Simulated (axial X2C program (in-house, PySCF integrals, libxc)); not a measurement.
# ClLi: bond curves

Aim: find the lowest determinant of ClLi, scan the bond at several levels and fit the constants.

Computed with an in-house X2C program for linear molecules on PySCF integrals. Level: all-electron X2C, Cl dyall-av4z, Li dyall-cv4z.

All values are calculated.

## 1. The job

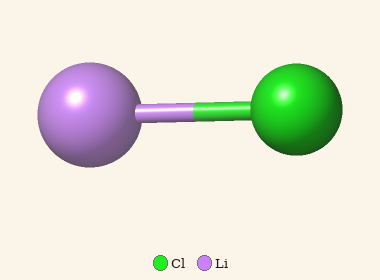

The two atoms at 2.320 Å (chlorine green, lithium purple).

The input, task.json:

```json
{"zs": [17, 3], "q": 0, "bas": ["dyall-av4z", "dyall-cv4z"], "levels": ["PBE0", "HF", "B97-3", "BP86", "BLYP"], "cc": true, "r0": 2.32, "thr": -2.0, "nmax": 180}
```

Keys: zs atomic numbers; q charge; bas basis sets; levels methods (HF also brings MP2); cc coupled cluster on or off; r0 starting distance in Å; thr threshold in hartree for freezing inner shells (an s shell follows its p shell); nmax most natural virtual spinors.

On the command line:

```
$ python so2c.py task.json out
```

Two-component (2c) means X2C with spin–orbit coupling and atomic mean-field two-electron Coulomb and Gaunt terms. Basis: Cl dyall-av4z contracted to [10s9p4d3f2g], Li dyall-cv4z contracted to [10s10p5d3f]; Gaussian nuclei, density fitting. Masses: Cl 34.969 u, Li 7.016 u.

Notation: σ, π±, δ± give the projection m of an orbital's angular momentum (0, ±1, ±2), α and β its spin, Λ and M_S the sums; ω is the projection of a spinor's total angular momentum and Ω the sum. Logs are in hartree.

Further steps of the session: PBE0, 2c; HF, 2c; B97-3, 2c; BP86, 2c; BLYP, 2c; Correlated methods, 2c.

Before running it: what results should come out? Wanted: for each run, Hamiltonian; Re; ωe; De; μ.

**Answer**, as computed:

Lowest determinant that the search found at its distance, 2c: Ω = 0 (closed shell).

```json
{"Hamiltonian": "2c", "level": "PBE0", "Re (Å)": "2.017", "ωe (cm⁻¹)": "645", "De (eV)": "4.72", "μ (D)": "6.97"}
{"Hamiltonian": "2c", "level": "HF", "Re (Å)": "2.035", "ωe (cm⁻¹)": "642", "De (eV)": "3.56", "μ (D)": "7.33"}
{"Hamiltonian": "2c", "level": "MP2", "Re (Å)": "2.040", "ωe (cm⁻¹)": "630", "De (eV)": "4.91", "μ (D)": "n/a"}
{"Hamiltonian": "2c", "level": "CCSD", "Re (Å)": "2.036", "ωe (cm⁻¹)": "634", "De (eV)": "4.73", "μ (D)": "n/a"}
{"Hamiltonian": "2c", "level": "CCSD(T)", "Re (Å)": "2.039", "ωe (cm⁻¹)": "631", "De (eV)": "4.82", "μ (D)": "n/a"}
{"Hamiltonian": "2c", "level": "B97-3", "Re (Å)": "2.023", "ωe (cm⁻¹)": "640", "De (eV)": "4.85", "μ (D)": "7.05"}
{"Hamiltonian": "2c", "level": "BP86", "Re (Å)": "2.033", "ωe (cm⁻¹)": "623", "De (eV)": "4.80", "μ (D)": "6.94"}
{"Hamiltonian": "2c", "level": "BLYP", "Re (Å)": "2.031", "ωe (cm⁻¹)": "625", "De (eV)": "4.70", "μ (D)": "6.86"}
```

Dipoles are positive if Li is the positive end.

**Reading.** Bond lengths run from 2.017 Å (2c PBE0) to 2.040 Å (2c MP2).

De refers to Cl + Li, each in the lowest determinant found, which need not be this curve's own limit. The state is a single determinant with fixed occupations, the lowest that a limited PBE0 search found. The closed shell is kept restricted; where the fragments are open shells, the energy then runs too high at long range. Dissociation energies refer to the lowest single-determinant-based atoms at the same level and basis. Coupled cluster ran in a truncated set of natural virtual spinors; the MP2 energy of the rest was added.
